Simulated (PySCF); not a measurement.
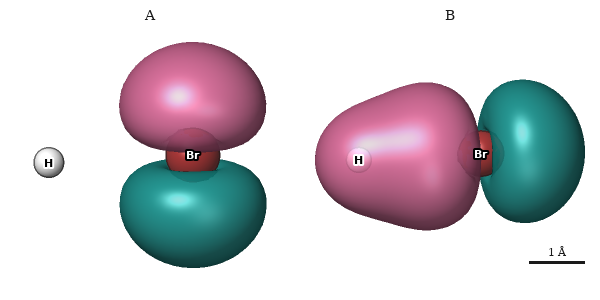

The picture shows: HBr (charge −1, doublet). Two frontier β-spin orbitals, each drawn at the value that holds 80 % of its norm (teal and pink are the two phases), in no order; of a degenerate pair one member is drawn.

Level of theory: PySCF 2.14.0, PBE0/def2-SVPD, non-relativistic Hamiltonian with scalar-relativistic core potentials where named, at a bond length of 2.299 Å.

### Label each orbital by symmetry, say whether it is occupied, and order them by energy.

Orbital B: σ, occupied in this spin, −1.99 eV; mainly on Br (80 %).
Orbital A: π, occupied in this spin, −1.53 eV; almost wholly on Br.
